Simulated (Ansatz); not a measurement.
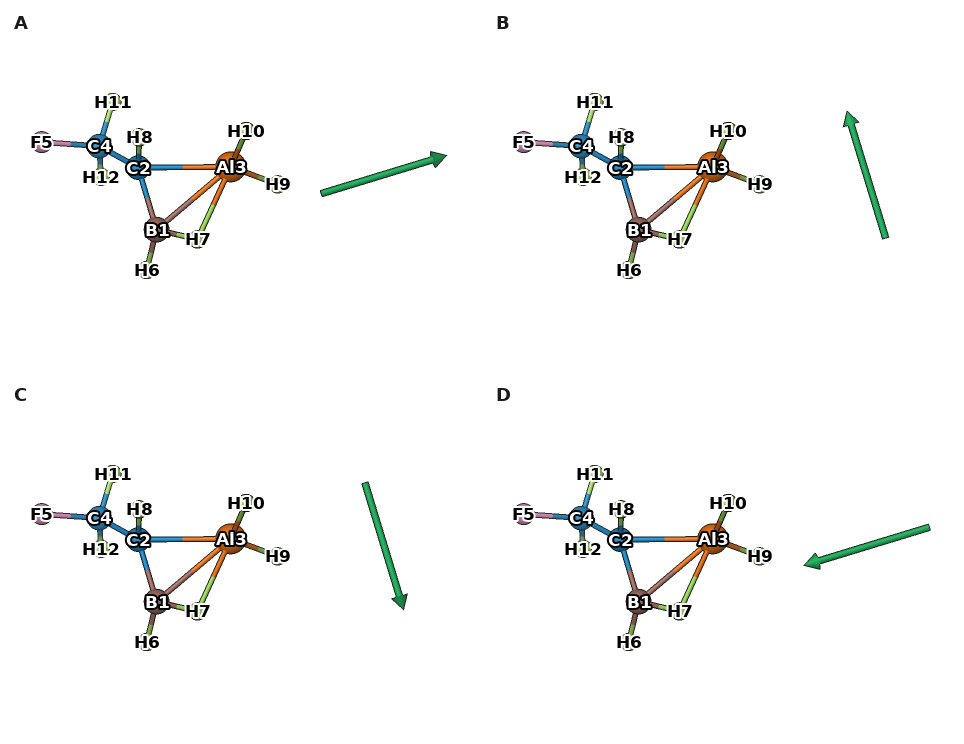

The same molecule four times, each with an arrow. The computed structure is the end point of a PBE-D4/def2-SVP optimisation. No frequency run is at hand to confirm it as a minimum. Properties computed with RKS PBE-D4/def2-SVP (Ansatz 0.2.0).

### Which arrow points along the dipole moment, from the negative to the positive end?

A. The dipole moment is 1.30 D; it points from the side of F5 to the side of H9 (the outermost atoms at the two ends).
